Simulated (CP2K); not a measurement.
# GFN0-xTB run of CH5BFP (SMILES FCBP)

Aim: the energy change on altering one bond length of CH5BFP at GFN0-xTB, from 2 runs. The job is set up through an ASE script.

Program for the calculation: CP2K 2026.2.

1 further run of the same task is left out (set aside as unsound or not needed).

## (1) Starting point

The species is CH5BFP (9 atoms), meant as a singlet with charge 0. SMILES: `FCBP`. The coordinates come from a GFN2-xTB relaxation. This is one conformer, not always the lowest.

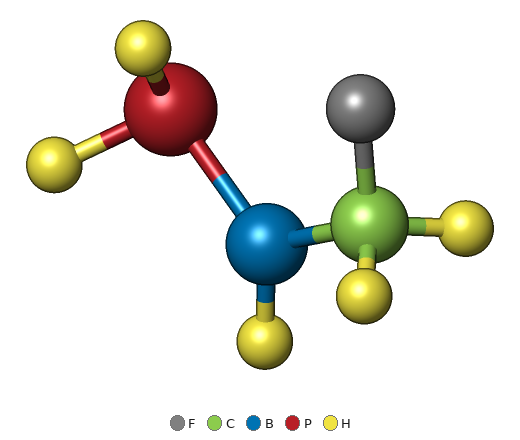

Viewed from a chosen angle; fluorine grey, carbon green, boron blue, phosphorus red, hydrogen yellow.

## (2) Energy and forces at GFN0-xTB

File run.py:

```python
import numpy as np
from ase import Atoms
from ase.calculators.cp2k import CP2K

atoms = Atoms(['F', 'C', 'B', 'P', 'H', 'H', 'H', 'H', 'H'],
              positions=[(-1.152580, 0.865480, -1.151850),
                         (0.160430, 1.008180, -0.720530),
                         (0.630290, -0.136730, 0.260460),
                         (-0.400540, -1.656960, 0.467320),
                         (0.771570, 1.037370, -1.631980),
                         (0.219580, 2.004260, -0.265370),
                         (1.706820, -0.061660, 0.712240),
                         (-1.676110, -1.142390, 0.514810),
                         (-0.259470, -1.917550, 1.814890)])
atoms.set_cell([11.4, 11.9, 11.4])
atoms.center()
cp2k_input = """
&FORCE_EVAL
   METHOD QUICKSTEP
   &DFT
      # Quickstep
      &QS
         METHOD XTB
         EPS_DEFAULT 1.0E-10
         &XTB
            GFN_TYPE 0
            CHECK_ATOMIC_CHARGES F
         &END XTB
      &END QS
      # cluster boundary conditions
      &POISSON
         PERIODIC NONE
         POISSON_SOLVER ANALYTIC
      &END POISSON
      &SCF
         SCF_GUESS ATOMIC
         EPS_SCF 1.0E-07
         MAX_SCF 150
         ADDED_MOS 8
         &DIAGONALIZATION
            ALGORITHM STANDARD
         &END DIAGONALIZATION
         &MIXING
            METHOD DIRECT_P_MIXING
            ALPHA 0.4
         &END MIXING
      &END SCF
      # extra output
      &PRINT
         &MOMENTS
            PERIODIC F
            REFERENCE COM
            MAX_MOMENT 1
         &END MOMENTS
         &MO ON
            ENERGIES T
            OCCUPATION_NUMBERS T
            NDIGITS 6
            &EACH
               QS_SCF 0
            &END EACH
            ADD_LAST NUMERIC
         &END MO
         &HIRSHFELD OFF
         &END HIRSHFELD
      &END PRINT
   &END DFT
   # atoms, cell and kinds
   &SUBSYS
   &END SUBSYS
&END FORCE_EVAL
"""
calc = CP2K(command="cp2k.psmp -s", label="gas", inp=cp2k_input, basis_set=None, basis_set_file=None, potential_file=None, pseudo_potential=None, xc=None, cutoff=None, max_scf=None, charge=None, uks=False,
            force_eval_method=None, print_level="LOW", poisson_solver=None, stress_tensor=False)
atoms.calc = calc
print("E / eV:", round(atoms.get_potential_energy(), 6))
forces = atoms.get_forces()
print(np.array2string(forces, precision=5, suppress_small=True))
print("largest force / (eV/A): %.4f" % np.linalg.norm(forces, axis=1).max())
```

Started as:

```
OMP_NUM_THREADS=1 python run.py
```

The log of the run:

```text
E / eV: -339.515219
[[ 0.6506  -0.13481  0.35741]
 [-0.16382  0.16049 -0.17271]
 [-0.44598  0.55181 -0.41528]
 [ 0.25482 -0.54865 -0.39338]
 [-0.05936 -0.15469  0.15665]
 [-0.03349 -0.2019   0.07358]
 [ 0.08201  0.02948  0.01303]
 [-0.19431  0.18321  0.17304]
 [-0.09047  0.11506  0.20765]]
largest force / (eV/A): 0.8221
```

gas.out:

```text
CP2K| version string:                                       CP2K version 2026.2
 CP2K| Input file name                                                   gas.inp

[... 16 lines left out ...]
 *** WARNING in qs_kind_types.F:2330 :: Information provided in the input ***
[... 8 lines left out ...]
 *** WARNING in qs_kind_types.F:2330 :: Information provided in the input ***
[... 44 lines left out ...]
  Repulsive potential energy:                                   0.09152205816233
[... 2 lines left out ...]
  Dispersion energy:                                           -0.00201354894347
[... 4 lines left out ...]
 TB_DIPOLE| Ref. Point [Bohr]      10.14044649      10.57124654      10.30500221
[... 2 lines left out ...]
 TB_DIPOLE| Derivative [a.u.]       0.00000000       0.00000000       0.00000000
[... 42 lines left out ...]
 -------------------------------------------------------------------------------
```

Wall time 1.4 s (1 thread of Intel Xeon 6975P-C (Granite Rapids), shared host); peak memory 0.19 GiB.

## (3) The distorted shape

File run.py:

```python
import numpy as np
from ase import Atoms
from ase.calculators.cp2k import CP2K

atoms = Atoms(['F', 'C', 'B', 'P', 'H', 'H', 'H', 'H', 'H'],
              positions=[(-1.519252, 0.847967, -0.604998),
                         (-0.206242, 0.990667, -0.173678),
                         (0.263618, -0.154243, 0.807312),
                         (-0.767212, -1.674473, 1.014172),
                         (0.771570, 1.037370, -1.631980),
                         (-0.147092, 1.986747, 0.281482),
                         (1.340148, -0.079173, 1.259092),
                         (-2.042782, -1.159903, 1.061662),
                         (-0.626142, -1.935063, 2.361742)])
atoms.set_cell([11.4, 11.9, 12.0])
atoms.center()
template = """
&FORCE_EVAL
    METHOD Quickstep
    &DFT
        # Quickstep
        &QS
            METHOD XTB
            EPS_DEFAULT 1.0E-10
            &XTB
                GFN_TYPE 0
                CHECK_ATOMIC_CHARGES F
            &END XTB
        &END QS
        &POISSON
            PERIODIC NONE
            POISSON_SOLVER ANALYTIC
        &END POISSON
        &SCF
            SCF_GUESS ATOMIC
            EPS_SCF 1.0E-07
            MAX_SCF 150
            ADDED_MOS 8
            &DIAGONALIZATION
                ALGORITHM STANDARD
            &END DIAGONALIZATION
            &MIXING
                METHOD DIRECT_P_MIXING
                ALPHA 0.4
            &END MIXING
        &END SCF
        # extra output
        &PRINT
            &MOMENTS
                PERIODIC F
                REFERENCE COM
                MAX_MOMENT 1
            &END MOMENTS
            &MO ON
                ENERGIES T
                OCCUPATION_NUMBERS T
                NDIGITS 6
                &EACH
                    QS_SCF 0
                &END EACH
                ADD_LAST NUMERIC
            &END MO
            &HIRSHFELD OFF
            &END HIRSHFELD
        &END PRINT
    &END DFT
    # structure
    &SUBSYS
    &END SUBSYS
&END FORCE_EVAL
"""
cp2k = CP2K(command="cp2k.psmp -s", label="gas", inp=template, basis_set=None, basis_set_file=None, potential_file=None, pseudo_potential=None, xc=None, cutoff=None, max_scf=None, charge=None, uks=False,
            force_eval_method=None, print_level="LOW", poisson_solver=None, stress_tensor=False)
atoms.calc = cp2k
e = atoms.get_potential_energy()
f = atoms.get_forces()
print(f"energy = {e:.6f} eV")
print("forces (eV/angstrom):")
for s, v in zip(atoms.get_chemical_symbols(), f):
    print(f"{s:2s} {v[0]:10.5f} {v[1]:10.5f} {v[2]:10.5f}")
```

Started as:

```
OMP_NUM_THREADS=1 python run.py
```

The log of the run:

```text
energy = -337.474899 eV
forces (eV/angstrom):
F     2.83779    0.17369    0.60277
C    -0.95787   -0.89344   -1.44864
B    -0.36826    0.88349   -1.19467
P     0.23242   -0.37407   -0.35455
H    -1.74188   -0.02743    2.53271
H     0.20457   -0.05043   -0.52200
H     0.08491    0.04040    0.02673
H    -0.19990    0.13996    0.15302
H    -0.09178    0.10783    0.20462
```

gas.out:

```text
CP2K| version string:                                       CP2K version 2026.2
 CP2K| Input file name                                                   gas.inp

[... 16 lines left out ...]
 *** WARNING in qs_kind_types.F:2330 :: Information provided in the input ***
[... 8 lines left out ...]
 *** WARNING in qs_kind_types.F:2330 :: Information provided in the input ***
[... 44 lines left out ...]
  Repulsive potential energy:                                   0.07443213847734
[... 2 lines left out ...]
  Dispersion energy:                                           -0.00220692908719
[... 4 lines left out ...]
 TB_DIPOLE| Ref. Point [Bohr]      10.14941962      10.57167511      11.37523783
[... 2 lines left out ...]
 TB_DIPOLE| Derivative [a.u.]       0.00000000       0.00000000       0.00000000
[... 36 lines left out ...]
 -------------------------------------------------------------------------------
```

It took 1.5 s on 1 thread of Intel Xeon 6975P-C (Granite Rapids), shared host; peak memory 0.18 GiB.

## (4) Results

At GFN0-xTB:

```
                                                         quantity         value
                                        first shape: total energy  -12.47696 Eh
           first shape: dipole moment (from atomic charges alone)        2.57 D
                                         first shape: HOMO energy     -10.81 eV
                                         first shape: LUMO energy      -7.09 eV
                                       first shape: HOMO–LUMO gap       3.72 eV
                                   first shape: dispersion energy  -5.29 kJ/mol
                                    distorted shape: total energy  -12.40197 Eh
       distorted shape: dipole moment (from atomic charges alone)        2.84 D
                                     distorted shape: HOMO energy     -10.85 eV
                                     distorted shape: LUMO energy      -8.44 eV
                                   distorted shape: HOMO–LUMO gap       2.41 eV
                               distorted shape: dispersion energy  -5.79 kJ/mol
energy change with the C2–H5 bond stretched from 1.098 to 1.756 Å      2.040 eV
```

In words: With the C2–H5 bond stretched from 1.098 to 1.756 Å the energy rises by 2.04 eV (197 kJ/mol). The first shape isn't relaxed at this level, so the change isn't measured from a minimum. The dipole (first shape) comes from point charges on the atoms alone, without atomic dipoles, so it is partial. The dipole (distorted shape) comes from point charges on the atoms alone, without atomic dipoles, so it is partial.
